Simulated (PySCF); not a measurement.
Run report: BH5O3, geometry relaxation (part 3 of 3)

The same run, continued: BH5O3; RKS PBE0-D4/def2-TZVP, density fitting (PySCF 2.14.0). The geometry is a transition state displaced along its imaginary mode. The reaction was set up to form B1–H6 and O2–H5 and to break B1–O2 and H5–H6 (atoms counted from 1 in the order of the input); sticks are drawn by distance alone. The run did not end well.

Geometry of the input (Å):
```
B  -0.2736  -0.1609  0.2034
O  1.2756  0.5077  -0.1775
O  -0.4532  -1.3738  -0.5015
O  -1.1635  0.8779  -0.1568
H  1.1418  0.4332  0.6351
H  0.0705  -0.2029  1.3555
H  1.1123  1.4019  -0.5329
H  0.2808  -1.9821  -0.3673
H  -1.9906  0.4990  -0.4581
```

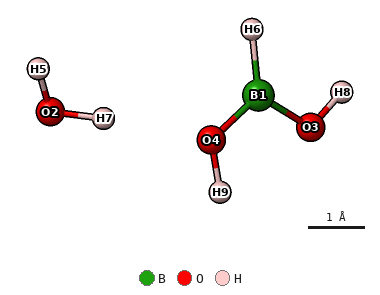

*The geometry at step 74 of the log (ball-and-stick view, seen at a tilt; atoms are numbered from 1 in the order of the input).*

**Trajectory as extended XYZ, continued**
```
9
Properties=species:S:1:pos:R:3:forces:R:3 step=58 energy=-6897.24710
B    -0.8164   -0.5817    0.2630   -0.0067  -0.0288  -0.0267
O     2.2234    1.2878   -0.2016   -0.0506  -0.0023  -0.0463
O    -1.5549   -1.4316   -0.4983    0.0148  -0.1296   0.0971
O    -0.6717    0.7086   -0.1455   -0.0405  -0.0145  -0.0643
H     2.5439    1.1492    0.6907   -0.0015   0.0123   0.0393
H    -0.2843   -0.9139    1.2836   -0.0154   0.0074  -0.0301
H     1.2604    1.2524   -0.1322    0.0537  -0.0052   0.0108
H    -1.5981   -2.3259   -0.1462    0.0056   0.1715  -0.0588
H    -1.1209    0.8819   -0.9820    0.0401  -0.0108   0.0790
9
Properties=species:S:1:pos:R:3:forces:R:3 step=60 energy=-6897.24882
B    -0.8314   -0.6034    0.2558    0.0020  -0.0229   0.0149
O     2.2367    1.3282   -0.1929   -0.0349  -0.0120  -0.0122
O    -1.5901   -1.4358   -0.5033    0.0061   0.0171   0.0135
O    -0.6442    0.6799   -0.1553    0.0196  -0.0144   0.0147
H     2.5802    1.2096    0.6946   -0.0292   0.0154  -0.0008
H    -0.3170   -0.9448    1.2821   -0.0086   0.0005  -0.0229
H     1.2777    1.2449   -0.1093    0.0595   0.0007   0.0144
H    -1.6659   -2.3213   -0.1432    0.0006   0.0152  -0.0042
H    -1.0774    0.8688   -0.9943   -0.0155   0.0010  -0.0176
9
Properties=species:S:1:pos:R:3:forces:R:3 step=62 energy=-6897.24991
B    -0.8474   -0.6229    0.2575    0.0013   0.0304  -0.0371
O     2.2501    1.3627   -0.1949   -0.0414  -0.0193  -0.0217
O    -1.6249   -1.4252   -0.5150    0.0051   0.0216   0.0274
O    -0.6067    0.6543   -0.1492    0.0117  -0.0553   0.0238
H     2.6100    1.2748    0.6890   -0.0057   0.0124   0.0218
H    -0.3598   -0.9850    1.2890   -0.0056   0.0010  -0.0084
H     1.2987    1.2254   -0.0964    0.0451   0.0135   0.0025
H    -1.7435   -2.3058   -0.1544    0.0040   0.0114  -0.0089
H    -1.0194    0.8632   -0.9941   -0.0142  -0.0151   0.0006
9
Properties=species:S:1:pos:R:3:forces:R:3 step=63 energy=-6897.25019
B    -0.8478   -0.6272    0.2537   -0.0117  -0.0492   0.0245
O     2.2507    1.3738   -0.1934   -0.0165  -0.0232   0.0261
O    -1.6313   -1.4221   -0.5202   -0.0098  -0.0140   0.0228
O    -0.5972    0.6468   -0.1501    0.0490  -0.0059   0.0485
H     2.6162    1.2955    0.6901   -0.0125   0.0167  -0.0170
H    -0.3665   -0.9956    1.2865   -0.0047   0.0075  -0.0204
H     1.3021    1.2248   -0.0879    0.0296   0.0143  -0.0080
H    -1.7612   -2.3019   -0.1600    0.0151   0.0443  -0.0191
H    -1.0068    0.8583   -0.9946   -0.0380   0.0103  -0.0574
9
Properties=species:S:1:pos:R:3:forces:R:3 step=65 energy=-6897.25087
B    -0.8538   -0.6397    0.2571   -0.0129  -0.0026  -0.0207
O     2.2608    1.3959   -0.1973    0.0403  -0.0153   0.0300
O    -1.6493   -1.4136   -0.5257   -0.0018   0.0396   0.0036
O    -0.5736    0.6308   -0.1403    0.0240  -0.0096   0.0084
H     2.6339    1.3446    0.6850   -0.0097   0.0166  -0.0231
H    -0.3858   -1.0212    1.2896    0.0038  -0.0084   0.0086
H     1.3191    1.2194   -0.0825   -0.0301   0.0055  -0.0040
H    -1.8011   -2.2908   -0.1712    0.0047  -0.0193   0.0053
H    -0.9744    0.8549   -0.9870   -0.0177  -0.0060  -0.0077
9
Properties=species:S:1:pos:R:3:forces:R:3 step=67 energy=-6897.25174
B    -0.8547   -0.6591    0.2581   -0.0081   0.0023  -0.0162
O     2.2733    1.4216   -0.1940    0.0607  -0.0068   0.0147
O    -1.6677   -1.4066   -0.5316   -0.0136   0.0281  -0.0101
O    -0.5397    0.6050   -0.1333    0.0117  -0.0050   0.0030
H     2.6522    1.4151    0.6871   -0.0170   0.0124  -0.0178
H    -0.4017   -1.0578    1.2899    0.0122  -0.0124   0.0197
H     1.3397    1.2126   -0.0703   -0.0411   0.0004   0.0062
H    -1.8454   -2.2815   -0.1836    0.0047  -0.0209   0.0090
H    -0.9366    0.8417   -0.9785   -0.0090   0.0019  -0.0080
9
Properties=species:S:1:pos:R:3:forces:R:3 step=69 energy=-6897.25280
B    -0.8528   -0.6913    0.2553   -0.0186  -0.0407  -0.0087
O     2.2895    1.4446   -0.1827    0.0525  -0.0021   0.0321
O    -1.6951   -1.4065   -0.5355    0.0056   0.0196   0.0214
O    -0.5009    0.5644   -0.1304   -0.0255  -0.0005  -0.0149
H     2.6656    1.5115    0.6979   -0.0600  -0.0010  -0.0528
H    -0.4073   -1.1128    1.2820    0.0113  -0.0071   0.0029
H     1.3634    1.2046   -0.0522    0.0091   0.0051   0.0215
H    -1.8963   -2.2797   -0.1946    0.0081   0.0094   0.0015
H    -0.9069    0.8162   -0.9674    0.0177   0.0170  -0.0027
9
Properties=species:S:1:pos:R:3:forces:R:3 step=70 energy=-6897.25305
B    -0.8514   -0.6969    0.2539    0.0088  -0.0101   0.0110
O     2.2886    1.4499   -0.1800   -0.0199  -0.0143  -0.0519
O    -1.6952   -1.4152   -0.5301   -0.0352  -0.0317  -0.0031
O    -0.5031    0.5585   -0.1361   -0.0300   0.0228  -0.0461
H     2.6596    1.5218    0.7002   -0.0107   0.0084   0.0433
H    -0.4008   -1.1158    1.2793    0.0148  -0.0025   0.0078
H     1.3609    1.2136   -0.0513    0.0282   0.0038   0.0088
H    -1.8941   -2.2878   -0.1849    0.0131   0.0307  -0.0095
H    -0.9106    0.8105   -0.9732    0.0310  -0.0072   0.0399
9
Properties=species:S:1:pos:R:3:forces:R:3 step=72 energy=-6897.25306
B    -0.8374   -0.7191    0.2675   -0.0461  -0.0883  -0.0487
O     2.3003    1.4109   -0.2048    0.2287   0.1158   0.3825
O    -1.7313   -1.4198   -0.4837    0.1330   0.2336   0.0313
O    -0.4895    0.5343   -0.1311   -0.0384  -0.0250  -0.0053
H     2.6101    1.6246    0.6857   -0.1320  -0.0826  -0.3836
H    -0.3424   -1.1553    1.2672   -0.0162   0.0175  -0.0354
H     1.3684    1.1898   -0.0973   -0.0900  -0.0399   0.0065
H    -1.9140   -2.2926   -0.1405   -0.0435  -0.1549   0.0595
H    -0.9308    0.7908   -0.9483    0.0041   0.0238  -0.0064
9
Properties=species:S:1:pos:R:3:forces:R:3 step=74 energy=-6897.25414
B    -0.8426   -0.7114    0.2569    0.0490   0.0075   0.0447
O     2.2901    1.4261   -0.1864    0.0771   0.0157   0.0222
O    -1.7107   -1.4320   -0.4937   -0.1078  -0.1080  -0.0592
O    -0.5033    0.5398   -0.1511   -0.0057   0.0745  -0.0574
H     2.6271    1.5783    0.6994   -0.0680  -0.0108  -0.0557
H    -0.3614   -1.1251    1.2683    0.0309  -0.0109   0.0491
H     1.3582    1.2006   -0.0766   -0.0115  -0.0106   0.0349
H    -1.8990   -2.3032   -0.1382    0.0175   0.0558  -0.0183
H    -0.9287    0.7889   -0.9798    0.0184  -0.0132   0.0398
9
Properties=species:S:1:pos:R:3:forces:R:3 step=76 energy=-6897.25562
B    -0.8332   -0.7052    0.2636   -0.0120  -0.0243  -0.0241
O     2.2999    1.3809   -0.1957    0.0203   0.0257   0.1619
O    -1.7248   -1.4280   -0.4648    0.0425   0.0383   0.0311
O    -0.5107    0.5492   -0.1537   -0.0126  -0.0127  -0.0028
H     2.5938    1.5888    0.6960   -0.0405  -0.0226  -0.1436
H    -0.3176   -1.1188    1.2614   -0.0074   0.0048  -0.0161
H     1.3593    1.1792   -0.1070    0.0201  -0.0071  -0.0164
H    -1.8894   -2.3024   -0.1084   -0.0098  -0.0066   0.0043
H    -0.9603    0.7937   -0.9701   -0.0006   0.0048   0.0060
9
Properties=species:S:1:pos:R:3:forces:R:3 step=78 energy=-6897.25652
B    -0.8164   -0.7021    0.2611   -0.0065  -0.0023  -0.0047
O     2.3126    1.3598   -0.1742   -0.0377   0.0011   0.0689
O    -1.7224   -1.4328   -0.4404    0.0331  -0.0179   0.0383
O    -0.5079    0.5507   -0.1724   -0.0119  -0.0212   0.0066
H     2.5745    1.6028    0.7168   -0.0211  -0.0084  -0.0592
H    -0.2773   -1.1042    1.2512   -0.0066  -0.0027  -0.0229
H     1.3668    1.1686   -0.1149    0.0554   0.0049  -0.0100
H    -1.8728   -2.3072   -0.0750   -0.0053   0.0411  -0.0132
H    -0.9784    0.7895   -0.9784    0.0004   0.0060  -0.0037
9
Properties=species:S:1:pos:R:3:forces:R:3 step=79 energy=-6897.25704
B    -0.8037   -0.7014    0.2590    0.0044  -0.0086   0.0167
O     2.3195    1.3562   -0.1589   -0.0276  -0.0001   0.0378
O    -1.7199   -1.4337   -0.4261    0.0130  -0.0376   0.0235
O    -0.5014    0.5492   -0.1830   -0.0057   0.0088  -0.0026
H     2.5581    1.6271    0.7302   -0.0265  -0.0083  -0.0423
H    -0.2502   -1.1000    1.2424   -0.0046  -0.0057  -0.0195
H     1.3723    1.1673   -0.1209    0.0507   0.0063   0.0042
H    -1.8652   -2.3068   -0.0557   -0.0063   0.0409  -0.0139
H    -0.9846    0.7864   -0.9819    0.0024   0.0051  -0.0040
9
Properties=species:S:1:pos:R:3:forces:R:3 step=81 energy=-6897.25769
B    -0.7810   -0.6996    0.2409    0.0285  -0.0242   0.0298
O     2.3248    1.3687   -0.1172    0.0918  -0.0406  -0.1756
O    -1.7270   -1.4261   -0.4055   -0.0458   0.0199  -0.0606
O    -0.4836    0.5458   -0.2168    0.0085   0.0307   0.0014
H     2.4952    1.7065    0.7603    0.0011   0.0586   0.1524
H    -0.1954   -1.1023    1.2011    0.0192  -0.0057   0.0264
H     1.3817    1.1724   -0.1384   -0.0905  -0.0187   0.0253
H    -1.8751   -2.2929   -0.0257   -0.0004  -0.0285   0.0229
H    -0.9933    0.7863   -0.9974   -0.0123   0.0091  -0.0224
9
Properties=species:S:1:pos:R:3:forces:R:3 step=83 energy=-6897.25835
B    -0.7793   -0.7045    0.2374   -0.0173  -0.0099  -0.0245
O     2.3329    1.3703   -0.1095    0.0431   0.0055  -0.0121
O    -1.7343   -1.4256   -0.4066    0.0215   0.0014   0.0279
O    -0.4797    0.5407   -0.2223   -0.0009  -0.0021   0.0061
H     2.4963    1.7206    0.7676   -0.0060   0.0076   0.0103
H    -0.1888   -1.1087    1.1952   -0.0007  -0.0081   0.0027
H     1.3888    1.1733   -0.1301   -0.0410  -0.0159   0.0005
H    -1.8830   -2.2922   -0.0237    0.0009   0.0174  -0.0066
H    -0.9931    0.7822   -1.0006    0.0003   0.0046  -0.0049
9
Properties=species:S:1:pos:R:3:forces:R:3 step=85 energy=-6897.25871
B    -0.7690   -0.7058    0.2267    0.0042  -0.0210   0.0063
O     2.3359    1.3699   -0.0894    0.0083   0.0303   0.0605
O    -1.7404   -1.4187   -0.3999   -0.0058   0.0319  -0.0125
O    -0.4683    0.5375   -0.2369   -0.0166   0.0085  -0.0209
H     2.4571    1.7575    0.7808   -0.0245  -0.0323  -0.0750
H    -0.1646   -1.1173    1.1728    0.0007   0.0009   0.0018
H     1.3937    1.1639   -0.1440    0.0181   0.0024   0.0161
H    -1.8935   -2.2822   -0.0140    0.0022  -0.0211   0.0113
H    -0.9955    0.7840   -1.0048    0.0133   0.0007   0.0118
9
Properties=species:S:1:pos:R:3:forces:R:3 step=86 energy=-6897.25883
B    -0.7695   -0.7074    0.2235   -0.0013  -0.0127  -0.0011
O     2.3373    1.3761   -0.0857    0.0121   0.0197   0.0341
O    -1.7434   -1.4165   -0.4036   -0.0048   0.0247  -0.0059
O    -0.4652    0.5354   -0.2395   -0.0101   0.0004  -0.0103
H     2.4565    1.7658    0.7832   -0.0189  -0.0193  -0.0458
H    -0.1665   -1.1212    1.1693    0.0024  -0.0010   0.0042
H     1.3963    1.1661   -0.1402    0.0073  -0.0004   0.0124
H    -1.9003   -2.2795   -0.0177    0.0044  -0.0143   0.0073
H    -0.9918    0.7838   -1.0070    0.0089   0.0034   0.0045
9
Properties=species:S:1:pos:R:3:forces:R:3 step=88 energy=-6897.25910
B    -0.7707   -0.7154    0.2106   -0.0235   0.0122  -0.0234
O     2.3456    1.3889   -0.0694   -0.0175  -0.0005   0.0058
O    -1.7600   -1.4052   -0.4151    0.0045   0.0153   0.0142
O    -0.4508    0.5257   -0.2485   -0.0005  -0.0290   0.0085
H     2.4404    1.7991    0.7922   -0.0061  -0.0034  -0.0112
H    -0.1691   -1.1423    1.1510    0.0050  -0.0057   0.0062
H     1.4095    1.1593   -0.1352    0.0215   0.0044   0.0054
H    -1.9329   -2.2660   -0.0304    0.0131   0.0001  -0.0011
H    -0.9790    0.7852   -1.0110    0.0038   0.0069  -0.0049
9
Properties=species:S:1:pos:R:3:forces:R:3 step=90 energy=-6897.25925
B    -0.7722   -0.7220    0.2042   -0.0036   0.0047   0.0001
O     2.3502    1.3994   -0.0627   -0.0037  -0.0041  -0.0075
O    -1.7688   -1.3977   -0.4237   -0.0146   0.0248  -0.0083
O    -0.4388    0.5172   -0.2493    0.0001  -0.0118  -0.0025
H     2.4327    1.8209    0.7943   -0.0009   0.0050   0.0062
H    -0.1747   -1.1606    1.1423    0.0019   0.0003   0.0007
H     1.4185    1.1549   -0.1314    0.0031  -0.0002   0.0020
H    -1.9529   -2.2571   -0.0422    0.0106  -0.0223   0.0078
H    -0.9647    0.7866   -1.0101    0.0075   0.0038   0.0011
```

**What the run reported**

```json
{"quantity": "outcome", "value": "not converged"}
{"quantity": "total energy", "value": "−6897.2593 eV"}
{"quantity": "largest force (length of the vector) at the end", "value": "0.030 eV/Å"}
{"quantity": "wall time", "value": "12 min (CPU time 44 min)"}
{"quantity": "peak memory", "value": "1.4 GiB"}
```

The run did not converge. Its last values are not results.
